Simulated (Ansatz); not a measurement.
# C₃H₁₁AlOS: trial inputs and their diagnosis

3 inputs were typed for C₃H₁₁AlOS. Each is run as it stands; the log then has to tell whether the result can be used.

Program: Ansatz 0.2.0, Gaussian basis. Level of theory: the settings change from run to run. These are calculated values, not measurements.

### 1 The relaxed structure

The geometry comes from an earlier relaxation with PBE0-D4 in a triple-zeta def2 set; it is a stationary point, not always the lowest conformer.

SMILES `C[O][Al-]([CH3])([CH3])[SH2+]`, 17 atoms, charge 0, spin multiplicity 1.

Atoms are counted from 1 here; the program's logs count them from 0.

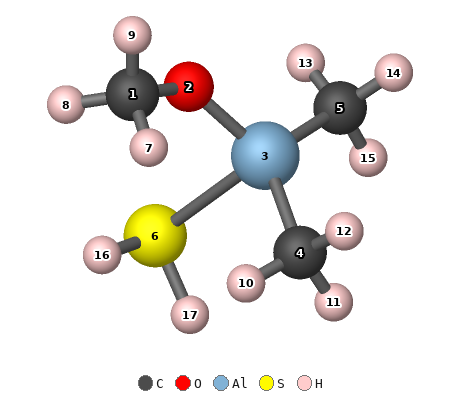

The structure; carbon dark grey, oxygen red, aluminium light blue, sulfur yellow, hydrogen pink; atoms are numbered from 1 in the order of the file.

### 2 Input 1

in.yaml reads:

```yaml
crystal:
  periodic: [false, false, false]
  atoms:
    - {symbol: C, position_ang: [1.406715, 2.019711, 0.376313]}
    - {symbol: O, position_ang: [1.060094, 1.010893, -0.513384]}
    - {symbol: Al, position_ang: [0.162487, -0.436409, -0.293882]}
    - {symbol: C, position_ang: [0.471762, -1.368392, -1.760852]}
    - {symbol: C, position_ang: [0.171762, -1.668392, -1.810852]}
    - {symbol: S, position_ang: [-2.141261, 0.748837, -0.771685]}
    - {symbol: H, position_ang: [1.244012, 1.741384, 1.428254]}
    - {symbol: H, position_ang: [0.829520, 2.936253, 0.183953]}
    - {symbol: H, position_ang: [2.466517, 2.280348, 0.267973]}
    - {symbol: H, position_ang: [-0.432029, -0.214284, 2.228492]}
    - {symbol: H, position_ang: [-0.976371, -1.772401, 1.600871]}
    - {symbol: H, position_ang: [0.720424, -1.514146, 1.968808]}
    - {symbol: H, position_ang: [0.186403, -1.134891, -2.765615]}
    - {symbol: H, position_ang: [1.059140, -2.310198, -1.789155]}
    - {symbol: H, position_ang: [-0.697230, -2.334753, -1.813182]}
    - {symbol: H, position_ang: [-1.957510, 1.670324, 0.188226]}
    - {symbol: H, position_ang: [-2.951327, 0.009867, 0.005294]}
basis:
  gaussian: {orbitals: 6-31G}
hamiltonian: {xc: {name: HF}}
```

Started as:

```console
$ ansatz run in.yaml --threads 4 --pin off --events-out ev --progress --plain --max-ram 11315MiB
```

Standard output:

```text
Functional definition: HF
  name "HF"
  cite "Fock, Z. Phys. 61, 126 (1930) doi:10.1007/BF01340294"
  parent pbe
  exchange = exact_x
  correlation = 0
1083 factors; integrals over basis functions are off by at most 2.7e-4 eV
mean field evaluation 1: about -22448.1650 eV, gradient 4.9e1 eV
mean field evaluation 2: about -22448.2012 eV, gradient 4.9e1 eV
mean field evaluation 4: about -22455.5206 eV, gradient 6.8e0 eV
mean field evaluation 8: about -22455.9069 eV, gradient 3.9e-1 eV
mean field evaluation 16: about -22455.9259 eV, gradient 8.6e-4 eV
mean field evaluation 32: about -22454.1793 eV, gradient 8.1e0 eV
mean field evaluation 64: about -22455.2192 eV, gradient 5.6e0 eV
mean field evaluation 96: about -22446.2043 eV, gradient 3.9e1 eV
mean field evaluation 128: about -22451.8714 eV, gradient 1.0e0 eV
mean field evaluation 160: about -22427.9969 eV, gradient 5.7e1 eV
mean field evaluation 192: about -22451.5174 eV, gradient 1.6e1 eV
mean field evaluation 224: about -22451.1530 eV, gradient 1.1e1 eV
mean field evaluation 256: about -22453.5783 eV, gradient 9.2e0 eV
mean field evaluation 288: about -22446.3380 eV, gradient 6.1e0 eV
mean field evaluation 320: about -22455.7136 eV, gradient 2.4e0 eV
a density is far from that of the atoms, so the factors are made again for it
1199 factors; integrals over basis functions are off by at most 1.3e-4 eV
mean field -22455.92663608 eV, -825.2400827022 hartree, gradient 1.9e-5 eV, S^2 0.000000; 0 other end points of the search recorded, 0 dependent functions left out
reference -22455.92663608 eV, -825.2400827022 hartree; 33, 33 occupied and 51, 51 virtual orbitals, 1199 factors
Total energy: -22455.92663608 eV, -825.2400827022 hartree
```

It took 3.4 s on 4 threads of Arm Neoverse V2, shared host.

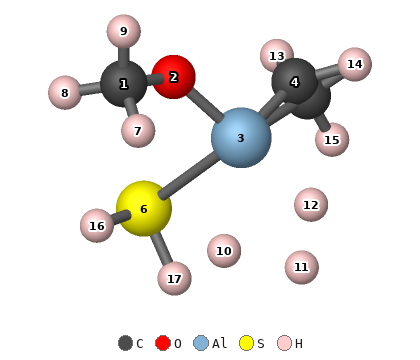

The geometry of this input.

Diagnosis: The run converged, but a converged run isn't a right one. One atom was put on top of another. The shortest distance is 0.43 Å (C4–C5), against 1.09 Å in the relaxed molecule. Its energy is no property of the relaxed molecule. Cure: restore the atom's position.

### 3 Input 2

in.yaml reads:

```yaml
crystal:
  periodic: [true, true, true]
  atoms:
    - {symbol: C, position_ang: [1.406715, 2.019711, 0.376313]}
    - {symbol: O, position_ang: [1.060094, 1.010893, -0.513384]}
    - {symbol: Al, position_ang: [0.162487, -0.436409, -0.293882]}
    - {symbol: C, position_ang: [-0.170344, -1.032643, 1.549770]}
    - {symbol: C, position_ang: [0.171762, -1.668392, -1.810852]}
    - {symbol: S, position_ang: [-2.141261, 0.748837, -0.771685]}
    - {symbol: H, position_ang: [1.244012, 1.741384, 1.428254]}
    - {symbol: H, position_ang: [0.829520, 2.936253, 0.183953]}
    - {symbol: H, position_ang: [2.466517, 2.280348, 0.267973]}
    - {symbol: H, position_ang: [-0.432029, -0.214284, 2.228492]}
    - {symbol: H, position_ang: [-0.976371, -1.772401, 1.600871]}
    - {symbol: H, position_ang: [0.720424, -1.514146, 1.968808]}
    - {symbol: H, position_ang: [0.186403, -1.134891, -2.765615]}
    - {symbol: H, position_ang: [1.059140, -2.310198, -1.789155]}
    - {symbol: H, position_ang: [-0.697230, -2.334753, -1.813182]}
    - {symbol: H, position_ang: [-1.957510, 1.670324, 0.188226]}
    - {symbol: H, position_ang: [-2.951327, 0.009867, 0.005294]}
basis:
  gaussian: {orbitals: STO-3G}
magnetization: {spin_polarized: true, initial_magnetization: 2}
hamiltonian: {xc: {name: BHLYP}, dispersion: d4, pseudopotentials: {relativity: none}}
```

Same command.

Standard output:

```text
Error: YAML parse error: error: line 2 column 3: crystal: missing field `lattice` (a structure is typed as `lattice` and `atoms`, a molecule's as `atoms` in Å alone, or read from a run's directory, `checkpoint`)
 --> <input>:2:3
  |
1 | crystal:
2 |   periodic: [true, true, true]
  |   ^ crystal: missing field `lattice` (a structure is typed as `lattice` and `atoms`, a molecule's as `atoms` in Å alone, or read from a run's directory, `checkpoint`)
3 |   atoms:
4 |     - {symbol: C, position_ang: [1.406715, 2.019711, 0.376313]}
  |
```

Run time: 0.05 s. Hardware: 4 threads of Arm Neoverse V2, shared host.

What is wrong: The program refused the input. The molecule is marked periodic without a cell. It also asks for charge 0 and multiplicity 3, another species or state than the molecule above. To mend it, set periodic to false, or give a lattice, and set charge and spin to those of the species named.

### 4 Input 3

in.yaml reads:

```yaml
crystal:
  periodic: [false, false, false]
  atoms:
    - {symbol: Xx, position_ang: [1.424063, 2.012627, 0.395778]}
    - {symbol: O, position_ang: [1.031870, 1.038276, -0.510465]}
    - {symbol: Al, position_ang: [0.128976, -0.455822, -0.239962]}
    - {symbol: C, position_ang: [-0.154652, -1.062677, 1.553241]}
    - {symbol: C, position_ang: [0.202847, -1.610964, -1.789091]}
    - {symbol: S, position_ang: [-2.136838, 0.762708, -0.745834]}
    - {symbol: H, position_ang: [1.240700, 1.709790, 1.452837]}
    - {symbol: H, position_ang: [0.824707, 2.930382, 0.152761]}
    - {symbol: H, position_ang: [2.437116, 2.317040, 0.275496]}
    - {symbol: H, position_ang: [-0.418740, -0.207882, 2.179486]}
    - {symbol: H, position_ang: [-0.976861, -1.761813, 1.610061]}
    - {symbol: H, position_ang: [0.762676, -1.492201, 1.934717]}
    - {symbol: H, position_ang: [0.184431, -1.127440, -2.771732]}
    - {symbol: H, position_ang: [1.082614, -2.235731, -1.745812]}
    - {symbol: H, position_ang: [-0.713166, -2.338995, -1.848458]}
    - {symbol: H, position_ang: [-1.952239, 1.654935, 0.202572]}
    - {symbol: H, position_ang: [-2.943863, 0.020075, 0.036607]}
basis:
  gaussian: {orbitals: cc-pVTZ, final_grid: {core_spheres: 8, valence_spheres: 7, degree: 23}, point_charges: [{charge: 1.00, position_ang: [7.221, -0.713, -0.252]}]}
hamiltonian: {xc: {name: PBE-QIDH}}
```

The command is unchanged.

Standard output:

```text
Error: YAML parse error: error: line 4 column 16: `Xx` is not an element symbol (H … Og, case-exact)
 --> <input>:4:16
  |
2 |   periodic: [false, false, false]
3 |   atoms:
4 |     - {symbol: Xx, position_ang: [1.424063, 2.012627, 0.395778]}
  |                ^ `Xx` is not an element symbol (H … Og, case-exact)
5 |     - {symbol: O, position_ang: [1.031870, 1.038276, -0.510465]}
6 |     - {symbol: Al, position_ang: [0.128976, -0.455822, -0.239962]}
  |
```

Wall time 0.05 s (4 threads of Arm Neoverse V2, shared host).

Diagnosis: Refused before any calculation. An element symbol is wrong. Its coordinates are also moved off the relaxed structure (shortest distance 1.06 Å, against 1.09 Å), and have to be restored too. Cure: correct the symbol, and remove the point charge.

### 5 Summary

| input | level | ended | cause | time |
| --- | --- | --- | --- | --- |
| 1 | HF/6-31G | converged | one atom was put on top of another | 3.4 s |
| 2 | BHLYP/STO-3G | refused | the molecule is marked periodic without a cell | 0.05 s |
| 3 | PBE-QIDH/cc-pVTZ | refused | an element symbol is wrong | 0.05 s |

**Reading.** 1 converged, 2 refused. A refusal costs next to no computing time. The dangerous case is the input that converges on a wrong geometry, charge, spin, basis or grid: often only a look at the input shows it.
